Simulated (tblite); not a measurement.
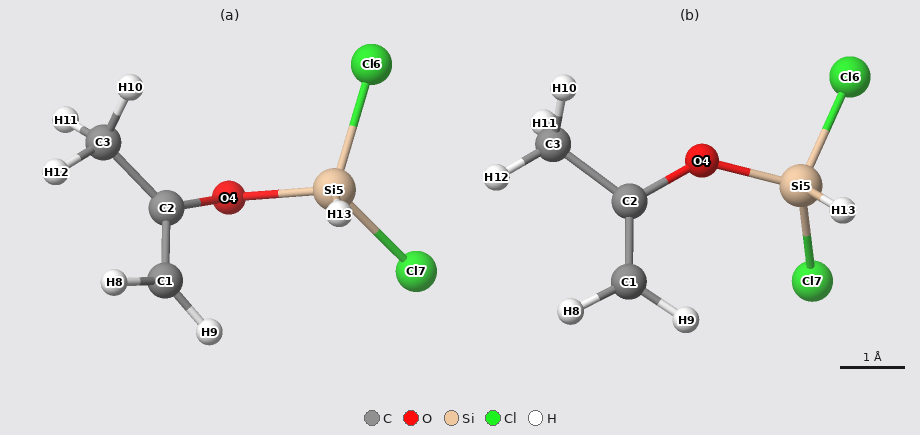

The structure of C3H6Cl2OSi before (left) and after (right) a relaxation, at one scale.

A ball-and-stick model, seen at a tilt.

Theory: GFN2-xTB geometry optimisation, gas phase (tblite 0.8.0). 

Question: Summarise the run.

Answer: O4 moves most after the best rigid fit: 1.10 Å. Largest moves by element: O 1.10 Å, Cl 1.03 Å, H 0.69 Å, C 0.36 Å, Si 0.15 Å. Some distances before and after: O4–Si5 1.755 → 1.614 Å, Si5–Cl6 2.078 → 1.997 Å, Si5–Cl7 2.095 → 2.014 Å, C3–H12 1.120 → 1.085 Å. Bond angles that change, for instance: C2–O4–Si5 115.5° → 136.6°, C3–C2–O4 123.4° → 111.7°, C1–C2–C3 117.5° → 125.2°. Groups turn about O4–Si5 by about 75°, C2–O4 by about 70°. After 97 geometry steps the energy has fallen by 19.7 kcal/mol. The run took 1.3 s on 1 thread of Arm Neoverse N1 (shared host).
